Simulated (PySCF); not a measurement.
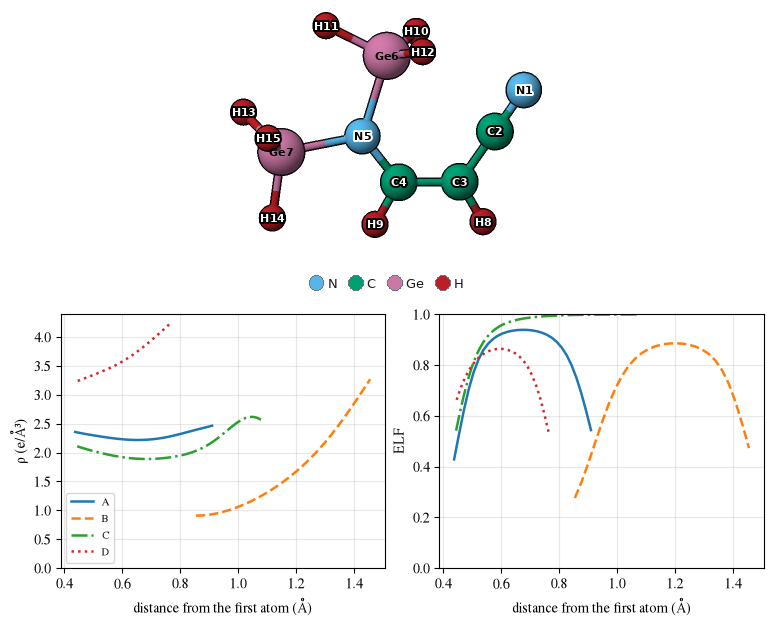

C3H8Ge2N2. Electron density and ELF along straight lines between neighbouring atoms. The curves leave out the atomic cores. The structure is drawn too.

Geometry: GFN2-xTB.

Computed with wB97X-D/def2-SVPD, SCF density, gas phase in PySCF.

Input file:

```
{"job": {"kind": "uv", "xc": "wB97X-D", "basis": "def2-SVPD", "nstates": 8, "ntriplets": 3}, "charge": 0, "multiplicity": 1}
N      2.634579     1.710125     0.946884
C      2.391081     0.729496     0.390828
C      2.082088    -0.467817    -0.246112
C      0.812056    -0.885536    -0.422461
N     -0.334762    -0.235093    -0.092303
Ge    -0.455514     1.520605     0.557869
Ge    -1.944941    -1.126864    -0.257337
H      2.907123    -1.082028    -0.571812
H      0.661410    -1.861398    -0.880839
H      0.210397     2.444329    -0.401726
H     -1.948811     1.731391     0.507580
H      0.005314     1.586871     1.971437
H     -2.828419    -0.366206    -1.197779
H     -1.607205    -2.488892    -0.786391
H     -2.588811    -1.200994     1.093318
```

Run with:

```sh
OMP_NUM_THREADS=1 python probes_run.py task.json out
```

Which curve belongs to which contact (C–C, C–H, C–N and Ge–N)? The first atom named is at distance zero.

Answer. Curve A: C–C (1.35 Å): ρ is about 2.2 e/Å³ halfway; the ELF peaks at about 0.95 between the atoms; a covalent bond. Curve B: Ge–N (1.85 Å): the density is about 0.94 e/Å³ at the midpoint; the ELF peaks at about 0.90 in the valence shell of N, 0.6 Å from its nucleus, and is about 0.50 at the midpoint. Curve C: C–H (1.08 Å): the density is about 2 e/Å³ at the midpoint; the ELF climbs to about 1 towards the hydrogen, as it does in any bond to H: a covalent bond by its length. Curve D: C–N (1.15 Å): the density is about 3.5 e/Å³ at the midpoint; the ELF peaks at about 0.85 between the atoms (a multiple bond).
